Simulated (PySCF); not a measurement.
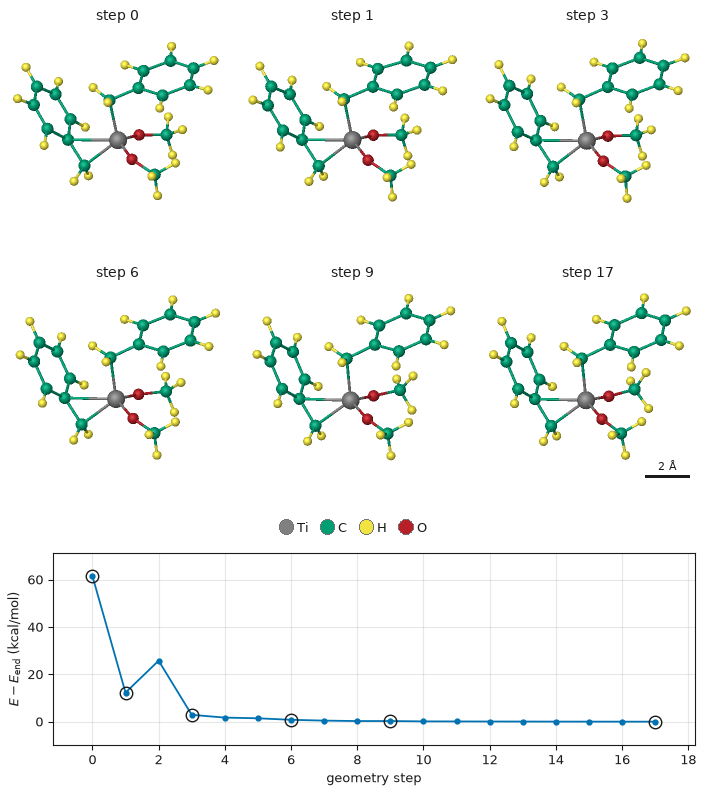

Frames of a relaxation of C₁₆H₂₀O₂Ti, marked on the history of the run. The picture is a ball-and-stick view, seen at a tilt.

The start comes from GFN2-xTB. Its atoms were then displaced at random by about 0.03 Å.

Computed with PBE0-D3(BJ)/def2-SVP geometry optimisation, gas phase (PySCF). 

> Describe the path.

The atom that moves furthest after the best rigid fit is an H atom (0.91 Å). By element the largest moves are H 0.91 Å, C 0.34 Å, Ti 0.26 Å, O 0.20 Å. Near-neighbour distances that change, for instance: C–Ti 3.470 → 3.756 Å, C–Ti 3.203 → 3.479 Å, O–Ti 1.597 → 1.758 Å, C–C 1.552 → 1.415 Å. Bond angles that change, for instance: Ti–O–C 139.2° → 153.9°, Ti–O–C 151.1° → 164.4°, Ti–C–C 95.3° → 104.9°. Groups turn about O–Ti by about 30°. After 17 geometry steps the energy has fallen by 61.5 kcal/mol. From step 0 to 1: H atoms move most (0.18 Å), energy −49.2 kcal/mol. From step 1 to 3: an H atom moves most (0.22 Å), energy −9.38 kcal/mol. From step 3 to 6: an H atom moves most (0.22 Å), energy −2.10 kcal/mol. From step 6 to 9: an H atom moves most (0.40 Å), energy −0.53 kcal/mol. From step 9 to 17: an H atom moves most (0.23 Å), energy −0.26 kcal/mol.

```tsv
step	E − E(0), kcal/mol
0	0.00
1	-49.24
2	-35.75
3	-58.62
4	-59.79
5	-60.08
6	-60.72
7	-61.05
8	-61.24
9	-61.24
10	-61.38
11	-61.41
12	-61.44
13	-61.45
14	-61.48
15	-61.49
16	-61.50
17	-61.51
```
